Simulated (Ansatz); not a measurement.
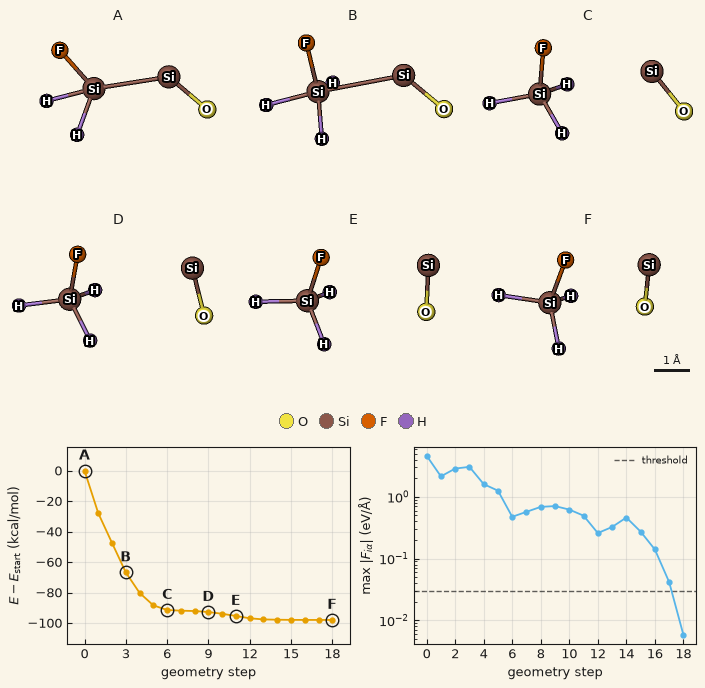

Frames of a relaxation of Si2H3OF, marked on the history of the run. A ball-and-stick model, seen at a tilt.

It is one of the separated reactants of a reaction.

Level of theory: RKS PBE-D4/def2-SVP (Ansatz 0.2.0). (force threshold 0.03 eV/Å; at most 250 steps)

Question: Describe the path.

Answer: After 18 geometry steps the energy has fallen by 98.0 kcal/mol. The largest force component goes from 4.6 to 0.0058 eV/Å. The F atom moves most after the best rigid fit: 1.09 Å. By element the largest moves are F 1.09 Å, O 0.98 Å, Si 0.67 Å, H 0.66 Å. Some distances before and after: Si–Si 2.359 → 3.382 Å, F–Si 3.265 → 2.453 Å, H–Si 1.420 → 1.503 Å, F–Si 1.603 → 1.686 Å. Bonds break, among them: Si–Si (2.36 → 3.38 Å). Among the angles between lasting bonds that change: H–Si–H 56.6° → 109.3°, F–Si–H 64.5° → 101.6°, H–Si–H 93.2° → 109.3°. Cost: 24 s on 2 threads of Arm Neoverse V1, on a shared host. From step 0 to 3: an H atom moves most (0.58 Å), energy −66.8 kcal/mol. From step 3 to 6: a Si atom moves most (0.42 Å), energy −24.7 kcal/mol. From step 6 to 9: a Si atom moves most (0.42 Å), energy −1.33 kcal/mol. From step 9 to 11: the O atom moves most (0.39 Å), energy −2.61 kcal/mol. From step 11 to 18: the O atom moves most (0.53 Å), energy −2.60 kcal/mol.

```csv
step,"E − E(0), kcal/mol","largest force component, eV/Å"
0,0.00,4.6282
1,-27.96,2.1433
2,-47.48,2.8640
3,-66.80,3.0557
4,-80.23,1.6057
5,-88.42,1.2572
6,-91.46,0.4750
7,-91.93,0.5719
8,-92.15,0.6879
9,-92.79,0.7078
10,-93.95,0.6216
11,-95.40,0.4957
12,-96.91,0.2592
13,-97.65,0.3249
14,-97.85,0.4620
15,-97.96,0.2736
16,-97.99,0.1405
17,-98.00,0.0418
18,-98.00,0.0058
```
